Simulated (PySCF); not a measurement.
Consider LaF (triplet).

```xyz
2

La    0.0000    0.0000   -0.2480
F     0.0000    0.0000    1.8130
```

These are results of PySCF, PBE0/x2c-TZVPall, spin-free X2C-1e, Gaussian nucleus, at a bond length of 2.061 Å, not measurements.

> What will maps of the electron density, electron localisation function and spin density show?

La–F (2.06 Å): the density is about 0.87 e/Å³ at the midpoint; the ELF peaks at about 0.85 in the valence shell of F, 0.6 Å from its nucleus, and drops to about 0.30 between the two atoms: a largely ionic contact.
The unpaired spin (2 electrons) lies mostly on La1 (about 2.0), in electrons by Hirshfeld's partition.

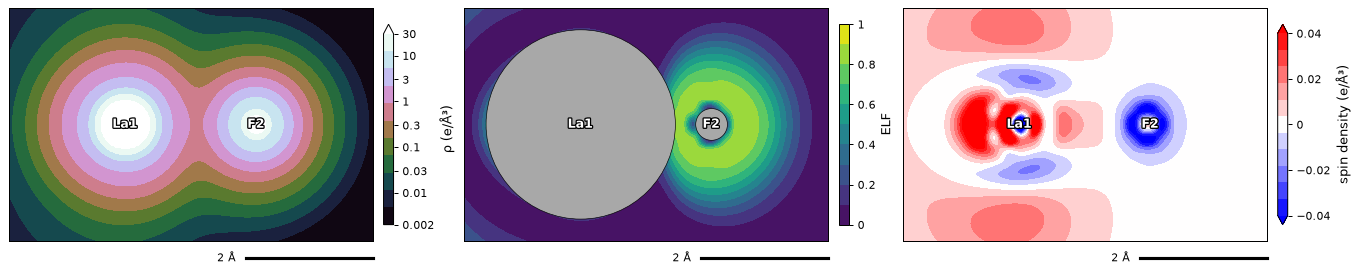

Computed electron density, electron localisation function and spin density on a plane that holds the molecular axis, in this order. Grey discs cover the atomic cores in the ELF map. 
